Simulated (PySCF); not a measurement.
C₃H₉ClOSi₂

The calculation's input:

```
{"job": {"kind": "uv", "xc": "CAM-B3LYP", "basis": "def2-SVPD", "nstates": 8, "ntriplets": 3}, "charge": 0, "multiplicity": 1}
O      1.674840     0.108603    -1.394713
Si     2.111975    -0.281985     0.126971
Si     0.523263     0.881427     1.324105
Cl     0.863845     0.623558     3.324203
C     -1.252329     0.313236     1.005328
C     -1.527912    -0.997313     0.316438
C     -1.772189     0.281934    -0.406804
H      2.155420    -0.197640    -2.159025
H      3.505252     0.124620     0.353883
H      2.112200    -1.747026     0.266624
H      0.532262     2.344036     1.141635
H     -1.982236     0.592829     1.758786
H     -0.687553    -1.601988     0.007080
H     -2.378729    -1.577161     0.643824
H     -2.792332     0.589392    -0.583676
H     -1.093375     0.552422    -1.201104
```

Command:

```sh
OMP_NUM_THREADS=1 python probes_run.py task.json out
```

Geometry: GFN2-xTB.

The calculation used CAM-B3LYP/def2-SVPD, SCF density, gas phase in PySCF 2.14.0.

**What will maps of the electron density and electron localisation function show?**

C–C (1.51 Å): ρ is about 1.6 e/Å³ halfway; the ELF peaks at about 0.85 between the atoms; a shared electron pair.
O–H (0.95 Å): ρ at the midpoint is about 3.7 e/Å³; the ELF climbs to about 1 towards the hydrogen, as it does in any bond to H: a covalent bond by its length.

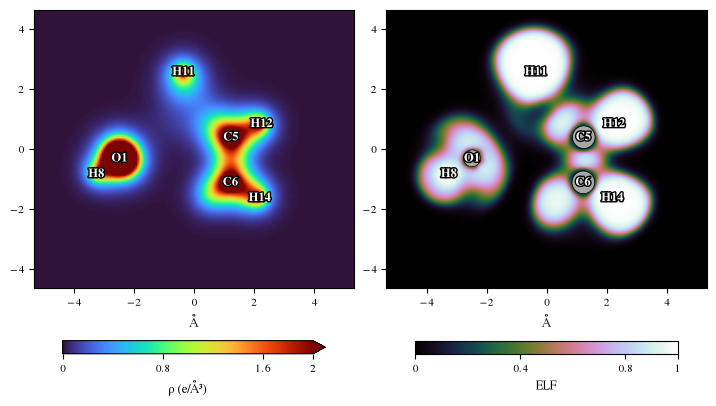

Computed electron density and electron localisation function on the plane of atoms C6, C5 and H12, in this order. Grey discs cover the atomic cores in the ELF map. 
